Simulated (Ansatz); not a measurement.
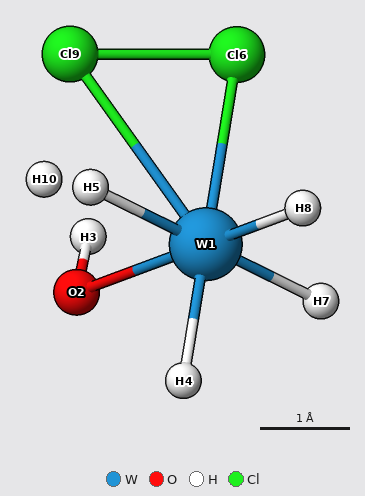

Figure 1. The starting structure (ball-and-stick view, seen at a tilt; atoms are numbered from 1 in the order of the input). Sticks mark near contacts. Bond lengths as drawn: Cl–Cl 1.94 Å, Cl–W 2.39 to 2.69 Å, H–O 1.01 Å, H–W 1.72 Å and O–W 2.29 Å.

## Run report: WH6Cl2O, geometry relaxation (part 1 of 2)

WH6Cl2O, computed with RKS PBE0/def2-SVP (Ansatz 0.2.0).

The input holds or restrains some coordinates. Forces given for the steps count only the free coordinates. It belongs to a series of runs on one base structure; here: pulled along the bonds that form and break, towards end B. Figures and captions count atoms from 1; the log counts them from 0 in places.

## Input file
```yaml
crystal:
  periodic: [false, false, false]
  atoms:
    - { symbol: W, position_ang: [0.0, 0.0, 0.0] }
    - { symbol: O, position_ang: [0.0, 0.0, 2.29] }
    - { symbol: H, position_ang: [-0.9095, -0.2814, 2.6271] }
    - { symbol: H, position_ang: [1.72, 0.0, 0.0] }
    - { symbol: H, position_ang: [0.0, 1.72, 0.0] }
    - { symbol: Cl, position_ang: [-2.39, 0.0, 0.0] }
    - { symbol: H, position_ang: [0.0, -1.72, 0.0] }
    - { symbol: H, position_ang: [0.0, 0.0, -1.72] }
    - { symbol: Cl, position_ang: [-1.9177, 1.685, 0.8482] }
    - { symbol: H, position_ang: [-0.9971, 0.8761, 2.0562] }
basis:
  gaussian: { orbitals: def2-SVP }
hamiltonian:
  xc: pbe0
relax:
  f_tol: 0.15
  max_steps: 25
  restrain:
    - { distance: [0, 8], at: 2.39, k: 30.0 }
    - { distance: [9, 1], at: 1.01, k: 30.0 }
    - { distance: [0, 1], at: 3.14, k: 30.0 }
    - { distance: [9, 8], at: 2.57, k: 30.0 }
output:
  orbitals: {}
```

Machine: 2 threads of Arm Neoverse V1, 24 GiB of memory available, shared host.

Launch command:
```bash
ansatz run input.yaml --threads 2 --pin off --max-ram 3072MiB --backend cpu --events-out ev --progress --plain --runs-dir out
```

## Output
```
The last accepted step is kept in [file] (removed where the run ends without a failure and the disk answers)
Engine: ansatz 0.2.0, aarch64-unknown-linux-gnu
Functional definition: PBE0
  parameter a = 0.25
  parameter kappa = 0.804
  parameter beta = 0.06672455060314922
  exchange = (1 - a)*pbe_x(kappa = kappa, mu = beta*pi^2/3) + a*exact_x
  correlation = pbe_c(beta = beta)
1174 factors; integrals over basis functions are off by at most 5.6e-4 eV
mean field evaluation 1: about -28969.4394 eV, gradient 7.2e1 eV
mean field evaluation 2: about -28892.7726 eV, gradient 1.8e2 eV
mean field evaluation 4: about -28971.8140 eV, gradient 6.8e1 eV
mean field evaluation 8: about -28984.7907 eV, gradient 1.8e0 eV
mean field evaluation 16: about -28984.8843 eV, gradient 6.5e-2 eV
mean field evaluation 32: about -28984.8847 eV, gradient 1.4e-4 eV
mean field -28984.88471880 eV, -1065.1748667554 hartree, gradient 2.3e-5 eV, S^2 0.000000; 4 other end points of the search recorded, 0 dependent functions left out
the calculation of the forces begins
reference -28984.88476459 eV, -1065.1748684381 hartree; 31, 31 occupied and 81, 81 virtual orbitals, 1174 factors
relax step   1: F+E_penalty+E_count = -28984.88471880 eV  Δ(F+E_penalty+E_count) = +0.000e0 eV  max|allowed force component| = 8.529e0 eV/Å  E_restraint = 24.71642391 eV  max|allowed force component, restraints' pulls added| = 2.444e1 eV/Å  Δτ_max = 0.0000 Å  (130 SCF iters, accepted)
  distance W 0 - Cl 8 = 2.6900 Å
  distance H 9 - O 1 = 1.3477 Å
  distance W 0 - O 1 = 2.2900 Å
  distance H 9 - Cl 8 = 1.7208 Å
these checks for a lower state are left out or cut short: starts, cluster_reference, orbital_swaps, neighbouring_geometries, increment
1174 factors; integrals over basis functions are off by at most 5.6e-4 eV
mean field evaluation 64: about -28987.0772 eV, gradient 5.6e-4 eV
mean field -28987.07724229 eV, -1065.2554405076 hartree, gradient 2.6e-5 eV, S^2 0.000000; 0 other end points of the search recorded, 0 dependent functions left out
[... from here on the field's lines of each further geometry are left out, up to the last ...]
relax step   2: F+E_penalty+E_count = -28987.07724229 eV  Δ(F+E_penalty+E_count) = -2.193e0 eV  max|allowed force component| = 8.259e0 eV/Å  E_restraint = 10.65265814 eV  max|allowed force component, restraints' pulls added| = 1.566e1 eV/Å  Δτ_max = 0.1949 Å  (64 SCF iters, accepted)
relax step   3: F+E_penalty+E_count = -28989.68128960 eV  Δ(F+E_penalty+E_count) = -2.604e0 eV  max|allowed force component| = 6.865e0 eV/Å  E_restraint = 2.85862020 eV  max|allowed force component, restraints' pulls added| = 8.406e0 eV/Å  Δτ_max = 0.1943 Å  (55 SCF iters, accepted)
relax step   4: F+E_penalty+E_count = -28992.04092473 eV  Δ(F+E_penalty+E_count) = -2.360e0 eV  max|allowed force component| = 3.582e0 eV/Å  E_restraint = 0.43389843 eV  max|allowed force component, restraints' pulls added| = 3.582e0 eV/Å  Δτ_max = 0.1949 Å  (43 SCF iters, accepted)
relax step   5: F+E_penalty+E_count = -28993.82245377 eV  Δ(F+E_penalty+E_count) = -1.782e0 eV  max|allowed force component| = 1.661e0 eV/Å  E_restraint = 0.02709351 eV  max|allowed force component, restraints' pulls added| = 1.595e0 eV/Å  Δτ_max = 0.1948 Å  (42 SCF iters, accepted)
relax step   6: F+E_penalty+E_count = -28994.68432539 eV  Δ(F+E_penalty+E_count) = -8.619e-1 eV  max|allowed force component| = 1.368e0 eV/Å  E_restraint = 0.00988286 eV  max|allowed force component, restraints' pulls added| = 1.242e0 eV/Å  Δτ_max = 0.1949 Å  (41 SCF iters, accepted)
relax step   7: F+E_penalty+E_count = -28994.98040210 eV  Δ(F+E_penalty+E_count) = -2.961e-1 eV  max|allowed force component| = 1.016e0 eV/Å  E_restraint = 0.00545369 eV  max|allowed force component, restraints' pulls added| = 7.730e-1 eV/Å  Δτ_max = 0.1912 Å  (36 SCF iters, accepted)
relax step   8: F+E_penalty+E_count = -28995.15359529 eV  Δ(F+E_penalty+E_count) = -1.732e-1 eV  max|allowed force component| = 8.058e-1 eV/Å  E_restraint = 0.01361159 eV  max|allowed force component, restraints' pulls added| = 4.743e-1 eV/Å  Δτ_max = 0.1998 Å  (40 SCF iters, accepted)
relax step   9: F+E_penalty+E_count = -28995.33100151 eV  Δ(F+E_penalty+E_count) = -1.774e-1 eV  max|allowed force component| = 1.234e0 eV/Å  E_restraint = 0.02133337 eV  max|allowed force component, restraints' pulls added| = 1.215e0 eV/Å  Δτ_max = 0.1951 Å  (40 SCF iters, accepted)
relax step  10: F+E_penalty+E_count = -28995.63896726 eV  Δ(F+E_penalty+E_count) = -3.080e-1 eV  max|allowed force component| = 1.501e0 eV/Å  E_restraint = 0.02667084 eV  max|allowed force component, restraints' pulls added| = 1.698e0 eV/Å  Δτ_max = 0.1958 Å  (39 SCF iters, accepted)
relax step  11: F+E_penalty+E_count = -28995.94291622 eV  Δ(F+E_penalty+E_count) = -3.039e-1 eV  max|allowed force component| = 1.386e0 eV/Å  E_restraint = 0.02732963 eV  max|allowed force component, restraints' pulls added| = 1.356e0 eV/Å  Δτ_max = 0.1965 Å  (39 SCF iters, accepted)
relax step  12: F+E_penalty+E_count = -28996.22493489 eV  Δ(F+E_penalty+E_count) = -2.820e-1 eV  max|allowed force component| = 8.759e-1 eV/Å  E_restraint = 0.02471056 eV  max|allowed force component, restraints' pulls added| = 9.738e-1 eV/Å  Δτ_max = 0.2000 Å  (38 SCF iters, accepted)
relax step  13: F+E_penalty+E_count = -28996.33011476 eV  Δ(F+E_penalty+E_count) = -1.052e-1 eV  max|allowed force component| = 1.358e0 eV/Å  E_restraint = 0.01802681 eV  max|allowed force component, restraints' pulls added| = 9.025e-1 eV/Å  Δτ_max = 0.1934 Å  (38 SCF iters, accepted)
relax step  14: F+E_penalty+E_count = -28996.36154521 eV  Δ(F+E_penalty+E_count) = -3.143e-2 eV  max|allowed force component| = 1.677e0 eV/Å  E_restraint = 0.01439058 eV  max|allowed force component, restraints' pulls added| = 1.368e0 eV/Å  Δτ_max = 0.1976 Å  (34 SCF iters, accepted)
relax step  15: F+E_penalty+E_count = -28996.40689455 eV  Δ(F+E_penalty+E_count) = -4.535e-2 eV  max|allowed force component| = 1.079e0 eV/Å  E_restraint = 0.02527631 eV  max|allowed force component, restraints' pulls added| = 3.874e-1 eV/Å  Δτ_max = 0.2000 Å  (38 SCF iters, accepted)
relax step  16: F+E_penalty+E_count = -28996.39068518 eV  Δ(F+E_penalty+E_count) = +1.621e-2 eV  max|allowed force component| = 1.731e0 eV/Å  E_restraint = 0.02687457 eV  max|allowed force component, restraints' pulls added| = 1.573e0 eV/Å  Δτ_max = 0.1895 Å  (34 SCF iters, rejected (line search))
the calculation of the forces begins
reference -28996.42585949 eV, -1065.5989958528 hartree; 31, 31 occupied and 81, 81 virtual orbitals, 1168 factors
relax step  17: F+E_penalty+E_count = -28996.42581371 eV  Δ(F+E_penalty+E_count) = -1.892e-2 eV  max|allowed force component| = 8.573e-1 eV/Å  E_restraint = 0.02477302 eV  max|allowed force component, restraints' pulls added| = 1.402e-1 eV/Å  Δτ_max = 0.0947 Å  (34 SCF iters, accepted)
  distance W 0 - Cl 8 = 2.3630 Å
  distance H 9 - O 1 = 0.9845 Å
  distance W 0 - O 1 = 3.1238 Å
  distance H 9 - Cl 8 = 2.5731 Å
1168 factors; integrals over basis functions are off by at most 1.1e-3 eV
mean field evaluation 192: about -28996.4018 eV, gradient 1.4e0 eV
```

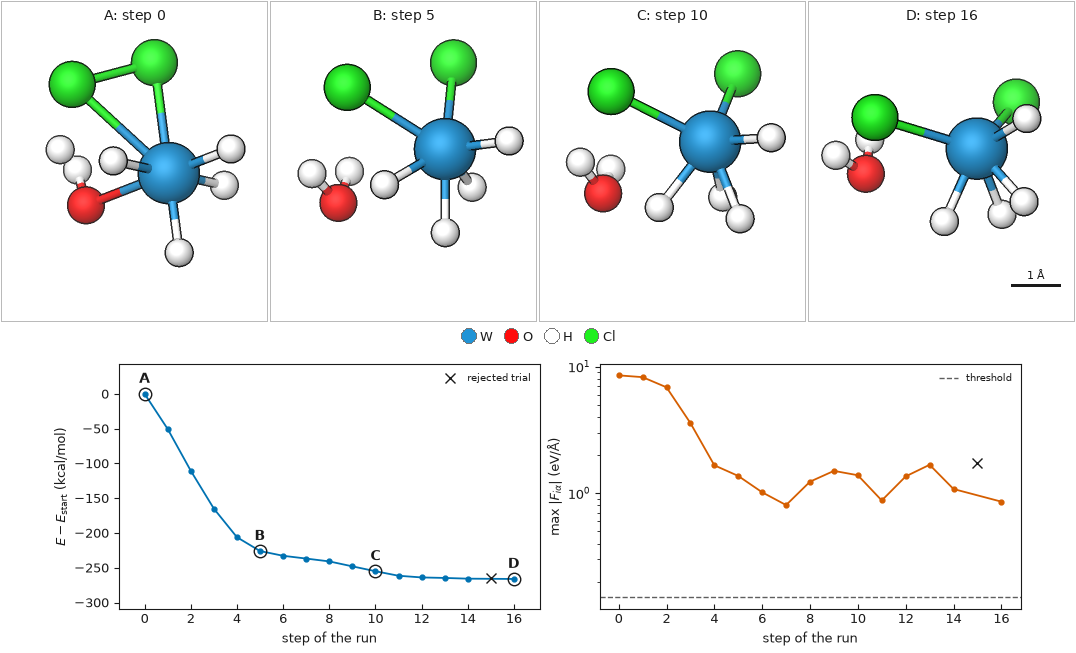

Figure 2. Frames of the restrained relaxation (ball-and-stick view, seen at a tilt) above the curves, on which the letters mark them (the first geometry is step 0 here and step 1 in the log).

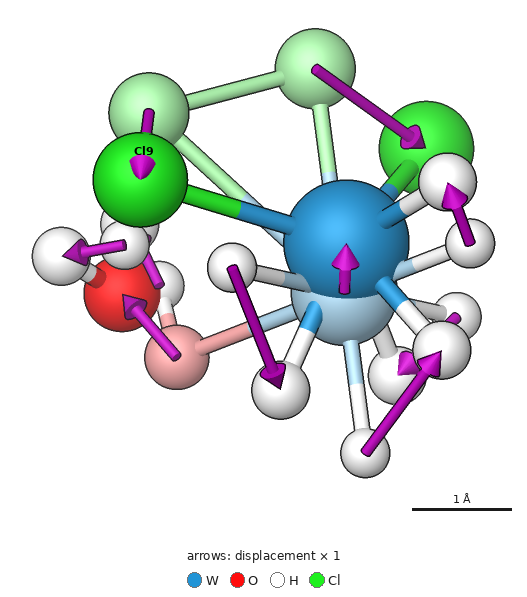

Figure 3. Start (faint) and end (solid) with the displacements as pink arrows, at true length (ball-and-stick view, seen at a tilt). The two geometries are laid on each other by the best rigid fit. The energy falls by 266.1 kcal/mol in 16 geometry steps. The largest force component goes from 8.5 to 0.86 eV/Å. The line search rejected the trial step at point 15 (counted from 0) and went back. The largest move after the best rigid fit is that of Cl6, 1.68 Å. By element the largest moves are Cl 1.68 Å, H 1.52 Å, O 0.96 Å, W 0.56 Å. Among the contacts that change: Cl6–Cl9 1.945 → 4.050 Å, W1–O2 2.290 → 3.124 Å, O2–H10 1.348 → 0.985 Å, W1–Cl9 2.690 → 2.363 Å. New bonds form: O2–H10 (1.35 → 0.98 Å). Bonds break: Cl6–Cl9 (1.94 → 4.05 Å), W1–O2 (2.29 → 3.12 Å). Among the angles that change: H5–W1–H7 180.0° → 58.8°, Cl6–W1–Cl9 44.5° → 121.5°, H4–W1–Cl6 180.0° → 118.2°. (Atoms are counted from 1 in the order of the input.)

```
mean field -28996.42581371 eV, -1065.5989941703 hartree, gradient 2.0e-5 eV, S^2 0.000000; 1 other end points of the search recorded, 0 dependent functions left out
the calculation of the forces begins
reference -28996.42585949 eV, -1065.5989958528 hartree; 31, 31 occupied and 81, 81 virtual orbitals, 1168 factors
Total energy: -28996.42585949 eV, -1065.5989958528 hartree
Atom 0 at    -0.434131     0.231308    -0.305090 Å, force    -0.273358     0.857340     0.674424 eV/Å
Atom 1 at    -0.736204     0.130972     2.802457 Å, force    -0.268369     0.825385    -0.462830 eV/Å
Atom 2 at    -1.574554    -0.317987     2.973762 Å, force     0.068974     0.015739    -0.021056 eV/Å
Atom 3 at     0.926716     0.048767    -1.245772 Å, force    -0.027743    -0.000567    -0.002960 eV/Å
Atom 4 at     1.004301     0.700503     0.382357 Å, force     0.008164     0.016492     0.001035 eV/Å
Atom 5 at    -1.761727    -1.587945     0.031202 Å, force    -0.008367    -0.025463    -0.041355 eV/Å
Atom 6 at     0.696923    -0.882785     0.158631 Å, force     0.025303    -0.020232     0.033080 eV/Å
Atom 7 at    -0.598148     0.510442    -1.958436 Å, force    -0.005203    -0.065115     0.029292 eV/Å
Atom 8 at    -1.029825     2.365248     0.516497 Å, force     0.237746    -0.767156    -0.304903 eV/Å
Atom 9 at    -0.987651     1.081178     2.745893 Å, force     0.242853    -0.836424     0.095273 eV/Å
Dipole moment:    -0.336800     0.026207     0.148265 e Å
```

## Trajectory as extended XYZ (Å, eV, eV/Å), 17 frames, from step=1 to step=17
```
10
Properties=species:S:1:pos:R:3:forces:R:3 step=1 energy=-28984.88472
W     0.0000    0.0000    0.0000   -3.3875  -0.4909   0.6992
O     0.0000    0.0000    2.2900   -5.4602   2.3507  -0.4666
H    -0.9095   -0.2814    2.6271    1.9728  -1.6129   0.5306
H     1.7200    0.0000    0.0000   -0.0384   0.0616  -0.4223
H     0.0000    1.7200    0.0000    2.8572   1.5544  -0.9461
Cl   -2.3900    0.0000    0.0000   -2.4533  -8.5291  -4.7758
H     0.0000   -1.7200    0.0000    1.6702  -1.1674   0.0168
H     0.0000    0.0000   -1.7200    0.1305   0.1514   0.2034
Cl   -1.9177    1.6850    0.8482    1.3960   8.2083   5.0069
H    -0.9971    0.8761    2.0562    3.3127  -0.5261   0.1539
10
Properties=species:S:1:pos:R:3:forces:R:3 step=2 energy=-28987.07724
W    -0.0898    0.0452   -0.1257   -3.6270   0.5465   1.4067
O    -0.0358    0.0407    2.4497   -4.5072   3.2234  -1.9539
H    -0.9187   -0.3096    2.6466    0.4263  -2.8198   1.2522
H     1.7114    0.0012   -0.0061   -0.9647  -0.2324  -0.1096
H     0.0325    1.7409   -0.0126    3.0754   1.0315   0.1556
Cl   -2.4179   -0.0699   -0.0441   -2.4996  -8.2590  -3.5257
H     0.0187   -1.7285   -0.0009    1.3755   0.2194   0.7508
H     0.0008    0.0020   -1.7292    0.3037   0.1737  -1.6642
Cl   -1.9273    1.7672    0.7493    2.3818   6.2832   3.1082
H    -0.8681    0.7905    2.1746    4.0357  -0.1664   0.5800
10
Properties=species:S:1:pos:R:3:forces:R:3 step=3 energy=-28989.68129
W    -0.2192    0.1234   -0.2477   -1.6013   0.2830   2.5728
O    -0.0698    0.0830    2.5782   -2.0272   0.1164  -1.1907
H    -0.9244   -0.3672    2.6718    0.5609  -2.7872   1.0915
H     1.6798   -0.0070   -0.0028   -1.8659  -0.0362  -0.1177
H     0.0897    1.7556    0.0074    2.2787   0.2552   0.7017
Cl   -2.4623   -0.1966   -0.0830   -2.0745  -6.8650  -2.1018
H     0.0379   -1.7025    0.0236    0.4013   1.6795   0.8544
H     0.0089    0.0057   -1.7797    0.4161   0.0642  -3.1061
Cl   -1.8937    1.8543    0.6320    2.6093   4.4028   1.5758
H    -0.7410    0.7311    2.3017    1.3025   2.8872  -0.2800
```
